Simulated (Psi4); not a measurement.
# C2H7AlO (SMILES C[CH2][AlH][OH]): wB97X/6-31G(d) (spherical functions)

Aim: the energy change on altering one bond length of C2H7AlO at wB97X/6-31G* (spherical functions), from 2 runs. 

The calculation is run with Psi4 1.11.

1 further run of the same task is left out (set aside as unsound or not needed).

**1. The system as given**

C2H7AlO: 11 atoms, total charge 0, spin state singlet. As SMILES, `C[CH2][AlH][OH]`. Geometry: relaxed at PBE0-D4/def2-TZVP. This is one conformer, not always the lowest.

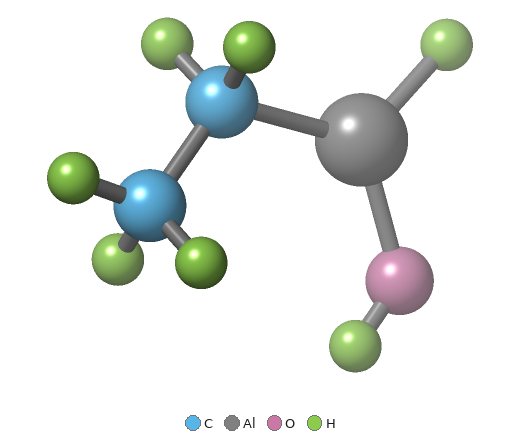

The structure, seen from a chosen angle (carbon blue, aluminium grey, oxygen pink, hydrogen green).

**2. Energy and forces at wB97X/6-31G(d) (spherical functions)**

File run_ase.py:

```python
import numpy as np
from ase.calculators.psi4 import Psi4
from ase import Atoms

atoms = Atoms(['C', 'C', 'Al', 'O', 'H', 'H', 'H', 'H', 'H', 'H', 'H'], positions=[
    [-1.111600, 0.829400, 0.106400],
    [0.175900, 0.388000, 0.802000],
    [1.254500, -0.947900, -0.137800],
    [0.762600, -1.576800, -1.639300],
    [-1.791000, -0.011900, -0.058700],
    [-1.662600, 1.575000, 0.687600],
    [-0.910600, 1.273300, -0.872900],
    [-0.049300, -0.010000, 1.800700],
    [0.818800, 1.256800, 0.997900],
    [2.622300, -1.522700, 0.412400],
    [-0.043800, -1.310100, -2.077800],
])
calc = Psi4(atoms=atoms, method='wb97x', basis='6-31G*', memory='2200MB', num_threads=1, charge=0, multiplicity=1, label='c2h7alo')
calc.psi4.set_options({'puream': True, 'e_convergence': 1e-09, 'd_convergence': 1e-08, 'scf_type': 'pk', 'dft_radial_points': 99, 'dft_spherical_points': 590})
atoms.calc = calc

forces = atoms.get_forces()
print(f'energy: {atoms.get_potential_energy():.6f} eV')
print('forces / eV A^-1')
print(np.round(forces, 5))
```

On the command line:

```console
$ python run_ase.py
```

c2h7alo.dat:

```text
[...]
  Running in c1 symmetry.
[...]
  Nuclear repulsion =  154.697806134129877
[...]
  Multiplicity = 1
[...]
  Nalpha       = 20
  Nbeta        = 20
[...]
    Number of basis functions: 74
[...]
   @RKS iter   1:  -397.77472201217012   -8.35894e-01   1.06489e-02 ADIIS/DIIS
[...]
   @RKS iter  11:  -398.05270790367041   -1.42677e-11   7.04994e-09 DIIS
[...]
    Orbital Energies [Eh]
    ---------------------
    Doubly Occupied:
       1A    -56.031326     2A    -19.183740     3A    -10.255899
       4A    -10.240492     5A     -4.224797     6A     -2.779025
       7A     -2.772385     8A     -2.770133     9A     -1.085837
      10A     -0.877276    11A     -0.731189    12A     -0.602226
      13A     -0.547136    14A     -0.532074    15A     -0.478034
      16A     -0.451357    17A     -0.447064    18A     -0.426755
      19A     -0.415966    20A     -0.357878
[...]
  @RKS Final Energy:  -398.05270790367041
   => Energetics <=
    Nuclear Repulsion Energy =            154.6978061341298769
    One-Electron Energy =                -855.4992983279843202
    Two-Electron Energy =                 331.9990922243312639
    DFT Exchange-Correlation Energy =     -29.2503079341472478
    Empirical Dispersion Energy =           0.0000000000000000
    VV10 Nonlocal Energy =                  0.0000000000000000
    Total Energy =                       -398.0527079036704095
[...]
 Multipole Moments:
 ------------------------------------------------------------------------------------
     Multipole            Electronic (a.u.)      Nuclear  (a.u.)        Total (a.u.)
 ------------------------------------------------------------------------------------
 L = 1.  Multiply by 2.5417464519 to convert [e a0] to [Debye]
 Dipole X            :          4.0871098           -4.6868172           -0.5997074
 Dipole Y            :         -4.2187853            4.7045078            0.4857225
 Dipole Z            :         -2.2111658            2.3355370            0.1243712
 Magnitude           :                                                    0.7816927
[...]
  -Total Gradient:
     Atom            X                  Y                   Z
    ------   -----------------  -----------------  -----------------
       1        0.001419589027    -0.000569914237     0.000524165824
       2       -0.002787797592     0.001064522982    -0.001315783261
       3       -0.001681265616    -0.001834957383    -0.004484852334
       4       -0.002298869708     0.004456537714     0.004480581553
       5        0.001339333243     0.001633516517     0.000126914630
       6        0.000883976985    -0.001248545480    -0.001014392549
       7       -0.000486030616    -0.001019771359     0.001828618215
       8        0.000939234484     0.000306898548    -0.001360114952
       9       -0.000403351626    -0.001586170427    -0.000114440876
      10       -0.000981050749     0.000438326524    -0.000413923309
      11        0.004083547228    -0.001511112771     0.001969194412
[...]
```

The script printed:

```text
energy: -10831.565893 eV
forces / eV A^-1
[[-0.073    0.02931 -0.02695]
 [ 0.14335 -0.05474  0.06766]
 [ 0.08645  0.09436  0.23062]
 [ 0.11821 -0.22916 -0.2304 ]
 [-0.06887 -0.084   -0.00653]
 [-0.04546  0.0642   0.05216]
 [ 0.02499  0.05244 -0.09403]
 [-0.0483  -0.01578  0.06994]
 [ 0.02074  0.08156  0.00588]
 [ 0.05045 -0.02254  0.02128]
 [-0.20998  0.0777  -0.10126]]
```

Run time: 59 s. Hardware: 1 thread of Intel Xeon Platinum 8175M at 2.50GHz (Skylake/Cascade Lake), shared host; peak memory 1.4 GiB.

**3. The distorted shape**

File run.py:

```python
import psi4

psi4.set_memory('2200 MB')
psi4.set_num_threads(1)
psi4.set_output_file('output.dat', False)

mol = psi4.geometry("""
0 1
C     -2.83058108     1.81759528    -0.19331142
C      0.33240283     0.73321374     1.51556035
Al     2.37066142    -1.79127139    -0.26040426
O      1.44110514    -2.97972015    -3.09782804
H     -4.11446101     0.22776869    -0.50530521
H     -3.87182017     3.22657508     0.90499740
H     -2.45074613     2.65644471    -2.04392022
H     -0.09316350    -0.01889726     3.40282983
H      1.54730775     2.37500779     1.88575770
H      4.95542882    -2.87748597     0.77932305
H     -0.08277000    -2.47573020    -3.92647294
units au
symmetry c1
no_reorient
no_com
""")

psi4.set_options({
    'basis': '6-31G*',
    'reference': 'rks',
    'puream': True,
    'e_convergence': 1e-09,
    'd_convergence': 1e-08,
    'scf_type': 'pk',
    'dft_radial_points': 99,
    'dft_spherical_points': 590,
})

energy_value, wavefunction = psi4.gradient("wb97x", molecule=mol, return_wfn=True)
psi4.oeprop(wavefunction, "MAYER_INDICES", "LOWDIN_CHARGES", "MULLIKEN_CHARGES", title="WB97X")
print('gradient / Eh bohr^-1')
print(energy_value.np.round(6))
print(f'energy = {wavefunction.energy():.10f} Eh')
```

On the command line:

```console
$ python run.py
```

output.dat (excerpt; [...] marks lines left out):

```text
[...]
  Running in c1 symmetry.
[...]
  Nuclear repulsion =  147.506337466200165
[...]
  Multiplicity = 1
[...]
  Nalpha       = 20
  Nbeta        = 20
[...]
    Number of basis functions: 74
[...]
   @RKS iter   1:  -397.75141688310089   -1.27217e+00   1.00842e-02 DIIS/ADIIS
[...]
   @RKS iter  11:  -397.99632730733663   -2.00089e-11   9.07467e-09 DIIS
[...]
  @RKS Final Energy:  -397.99632730733663
   => Energetics <=
    Nuclear Repulsion Energy =            147.5063374662001650
    One-Electron Energy =                -841.1495651230187605
    Two-Electron Energy =                 324.7908227987823579
    DFT Exchange-Correlation Energy =     -29.1439224493003906
    Empirical Dispersion Energy =           0.0000000000000000
    VV10 Nonlocal Energy =                  0.0000000000000000
    Total Energy =                       -397.9963273073366281
[...]
 Multipole Moments:
 ------------------------------------------------------------------------------------
     Multipole            Electronic (a.u.)      Nuclear  (a.u.)        Total (a.u.)
 ------------------------------------------------------------------------------------
[...]
  -Total Gradient:
     Atom            X                  Y                   Z
    ------   -----------------  -----------------  -----------------
       1       -0.052102544027     0.017128828928    -0.029411317721
       2        0.053968128732    -0.016602217408     0.032173999014
       3        0.006402431639    -0.004038717076     0.000758272031
       4       -0.004067137846     0.005793331589     0.004668916054
       5       -0.007283688896     0.006123158335    -0.004972413689
       6       -0.008315226936     0.001313313863    -0.006920197047
       7       -0.010438307171     0.001530019884    -0.002039369459
       8        0.010568895727    -0.002540825231     0.001740201043
       9        0.007919128750    -0.006344278577     0.004198239117
      10       -0.000659196077    -0.000216425920    -0.001098190967
      11        0.003983539765    -0.001985901206     0.001129954318
[...]
```

On the terminal:

```text
gradient / Eh bohr^-1
[[-0.052103  0.017129 -0.029411]
 [ 0.053968 -0.016602  0.032174]
 [ 0.006402 -0.004039  0.000758]
 [-0.004067  0.005793  0.004669]
 [-0.007284  0.006123 -0.004972]
 [-0.008315  0.001313 -0.00692 ]
 [-0.010438  0.00153  -0.002039]
 [ 0.010569 -0.002541  0.00174 ]
 [ 0.007919 -0.006344  0.004198]
 [-0.000659 -0.000216 -0.001098]
 [ 0.003984 -0.001986  0.00113 ]]
energy = -397.9963273073 Eh
```

It took 59 s on 1 thread of Intel Xeon Platinum 8175M at 2.50GHz (Skylake/Cascade Lake), shared host; peak memory 1.4 GiB.

**4. Outcome**

At wB97X/6-31G* (spherical functions):

| quantity | value |
| --- | --- |
| first shape: total energy | -398.05271 Eh |
| first shape: dipole moment | 1.99 D |
| first shape: HOMO energy | -9.74 eV |
| first shape: LUMO energy | 1.68 eV |
| first shape: HOMO–LUMO gap | 11.42 eV |
| first shape: largest force on an atom | 0.346 eV/Å |
| distorted shape: total energy | -397.99633 Eh |
| distorted shape: dipole moment | 2.00 D |
| distorted shape: HOMO energy | -9.89 eV |
| distorted shape: LUMO energy | 1.72 eV |
| distorted shape: HOMO–LUMO gap | 11.61 eV |
| distorted shape: largest force on an atom | 3.342 eV/Å |
| energy change with the C1–C2 bond stretched from 1.529 to 1.987 Å | 1.534 eV |

What this shows: With the C1–C2 bond stretched from 1.529 to 1.987 Å the energy rises by 1.53 eV (35 kcal/mol). The first shape isn't relaxed at this level, so the change isn't measured from a minimum. The largest force (first shape) is 0.35 eV/Å: the shape isn't a stationary point for this species at this level. Mulliken charges (distorted shape) run from -0.79 on O4 to +0.69 on Al3.
